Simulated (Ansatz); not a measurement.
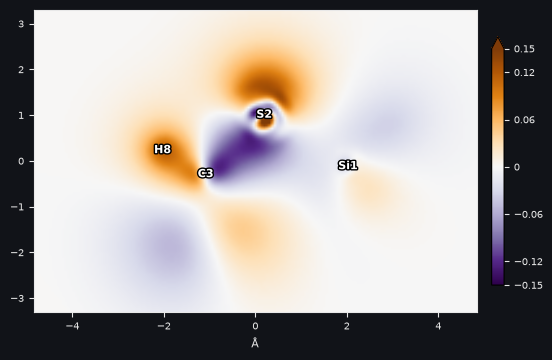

CH6S2Si (SMILES [SiH3]SCS). The HOMO on the plane of atoms S2, C3 and H8 (values in Å⁻³ᐟ²; the overall sign is arbitrary).

Theory: Ansatz 0.2.0, RHF/6-31G*.

```xyz
10

Si   -1.2387    1.1443   -0.4352
S    -0.0151    0.5415    1.2298
C     0.6446   -1.0747    0.7000
S     1.6738   -1.1036   -0.7957
H    -2.0364   -0.0065   -0.8948
H    -2.1097    2.1996    0.1059
H    -0.4540    1.6796   -1.5565
H     1.2046   -1.4496    1.5425
H    -0.1656   -1.7634    0.5095
H     2.5796   -0.2184   -0.4027
```

What is the character of this orbital?

By Hirshfeld shares it lies mainly on S2 (about 50 %) and S4 (about 30 %); largely a combination of lone pairs on S2 and S4. Its energy is −9.67 eV.
